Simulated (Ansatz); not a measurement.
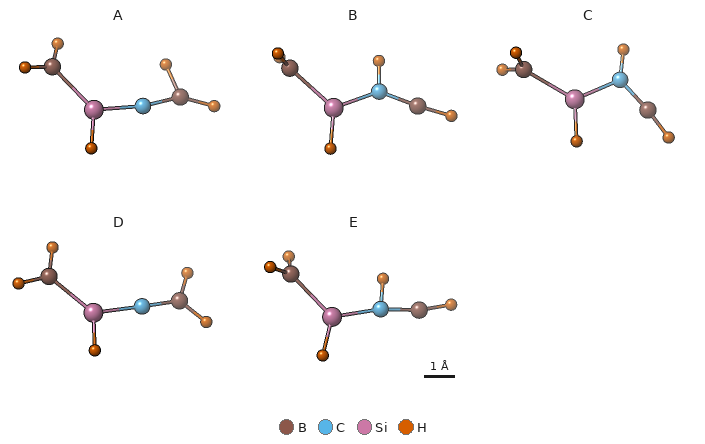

5 geometries from one relaxation of CH$_{5}$B$_{2}$Si (charge +1), in shuffled order. A ball-and-stick model, seen at a tilt.

All numbers below come from RKS PBE0-D4/def2-TZVP in Ansatz 0.2.0. (force threshold 0.005 eV/Å; at most 200 steps)

> Order the frames from highest to lowest energy.

D, A, E, B, C. They are steps 0, 19, 24, 28, 41, at +2.272 eV, +1.941 eV, +0.547 eV, +0.165 eV relative to the last. The atom that moves furthest after the best rigid fit is an H atom (1.41 Å). Largest moves by element: H 1.41 Å, C 0.76 Å, B 0.66 Å, Si 0.58 Å. Some distances before and after: C–H 2.244 → 1.085 Å, B–H 1.167 → 2.251 Å, B–Si 3.193 → 2.554 Å, B–Si 1.957 → 2.010 Å. New bonds form, among them: C–H (2.24 → 1.08 Å). Bonds break, among them: B–H (1.17 → 2.25 Å). Among the angles between lasting bonds that change: B–C–Si 178.8° → 107.3°, C–B–H 126.3° → 174.0°, C–Si–H 105.0° → 114.2°. Groups turn about B–Si by about 90°. After 36 accepted moves (41 points after the start) the energy has fallen by 2.272 eV. Largest force component: 2.1 eV/Å at the start, 0.0016 eV/Å at the end. The line search rejected the trial steps at points 4, 7, 12, 32, 38 of the run.
